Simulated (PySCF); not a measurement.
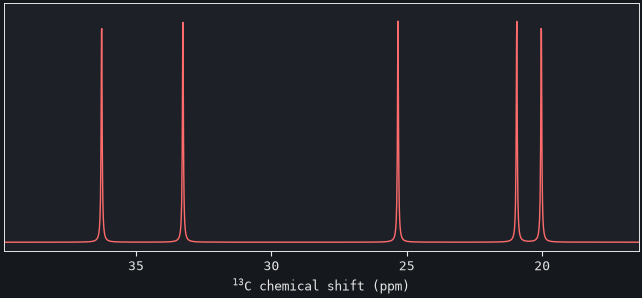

GIAO shifts, PBE0/pcSseg-1 (IEF-PCM chloroform), PySCF, at a PBE0-D3(BJ)/def2-SVP geometry (no frequency check), against TMS for ¹³C computed at the same level. fully decoupled, line heights follow the number of nuclei, widths are arbitrary (no quadrupolar broadening); values of one conformer, averaged over methyl-type rotors and exact or near symmetry; other conformers aren't averaged in.

**Which molecule was computed?**
A. C₅H₁₅NSi₂, SMILES CN[Si@@H]1CC[C@H](C)[SiH2]1
B. C₇H₉O₂P, SMILES C[C@@H]1C[P@@]1(=O)c1ccoc1

A. Its ¹³C signals: 36.3 (1 C), 33.3 (1 C), 25.3 (1 C), 20.9 (1 C), 20.0 (1 C) ppm.
